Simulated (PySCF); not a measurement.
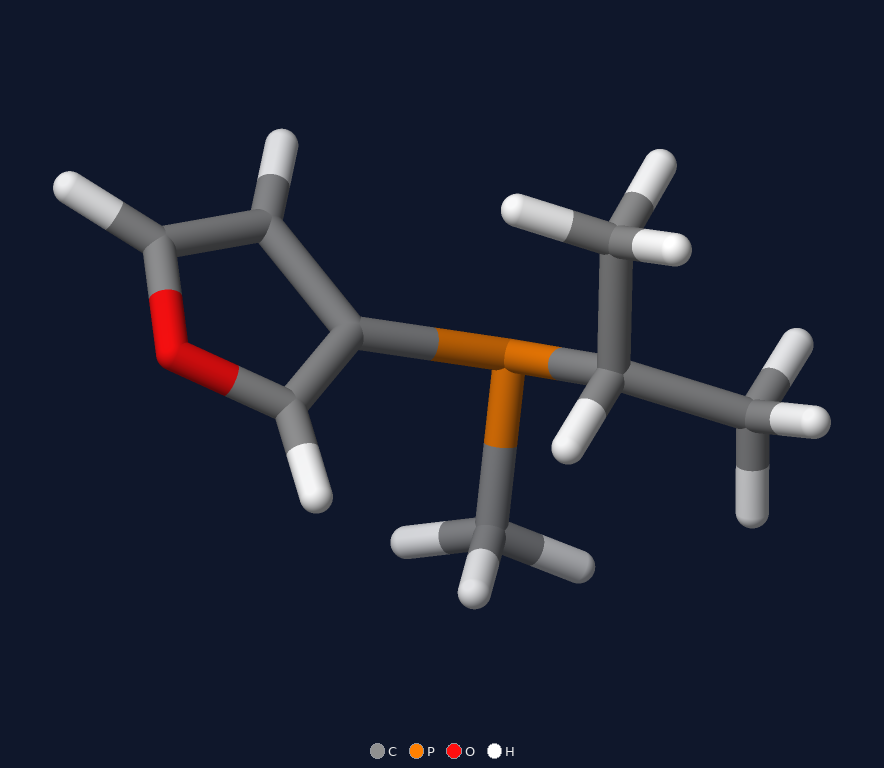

The computed structure is the end point of a GFN2-xTB optimisation. No frequency run is at hand to confirm it as a minimum. Properties computed with PBE0/pcSseg-1, gas phase (PySCF 2.14.0).

What does the calculation give?

The species is C8H13OP (`CC(C)P(C)c1ccoc1`).
- dipole moment: 0.82 D
- HOMO energy (Kohn–Sham orbital): −6.66 eV
- LUMO energy (Kohn–Sham orbital): −0.10 eV
- HOMO–LUMO gap: 6.56 eV

The geometry is semi-empirical. Around P such bond lengths and angles can be off by a tenth of an ångström or more and by several degrees, and values that hang on the shape move with them.
